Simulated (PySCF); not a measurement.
C3H9Ga, SMILES `C[Ga](C)C`.

Computed with PySCF, ωB97X/def2-TZVP, geometry: GFN2-xTB. No frequency check shows the geometry to be a minimum. A basis without diffuse functions makes polarisabilities too small. GFN2-xTB bond lengths at metals and heavier atoms can be off by up to 0.1 Å and shapes distorted, which carries into these values.

Geometry (Å), atoms numbered from 1:

```
C1       0.6383    1.9379   -0.0015
Ga2     -0.0057   -0.0042    0.0020
C3       1.3837   -1.5064   -0.0028
C4      -2.0087   -0.4218   -0.0009
H5       1.1643    2.1744   -0.9311
H6       1.3396    2.1205    0.8181
H7      -0.1918    2.6418    0.1011
H8       2.1164   -1.3603   -0.8017
H9       0.9220   -2.4875   -0.1419
H10      1.9375   -1.5284    0.9405
H11     -2.4546   -0.1784   -0.9698
H12     -2.2012   -1.4795    0.1984
H13     -2.5357    0.1686    0.7540
```

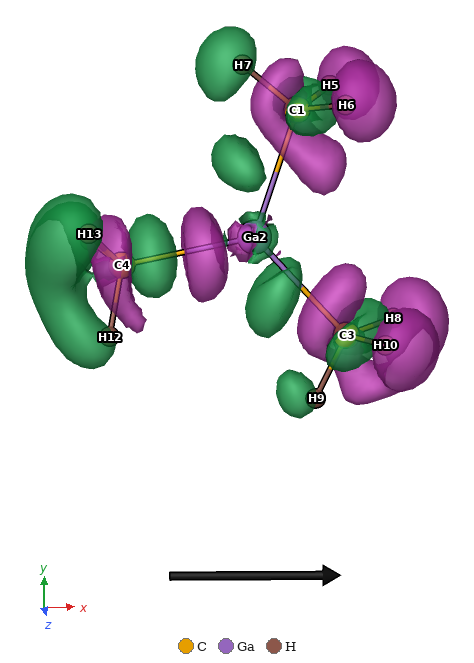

Change of the electron density in a uniform field of 0.21 V/Å along +x (arrow), surfaces at ±0.002 e/Å³ (green: gain, purple: loss).

### How large is the response?

The induced dipole is 0.77 D (along the field); α along this axis, from the fields in both directions, is 76 bohr³ (11.2 Å³).

### Which atoms gain and lose the most charge?

Electrons gather most on H13 (Hirshfeld charge changes by −0.007 e) and leave H8 most (+0.007 e); 0.067 electrons are displaced in all.
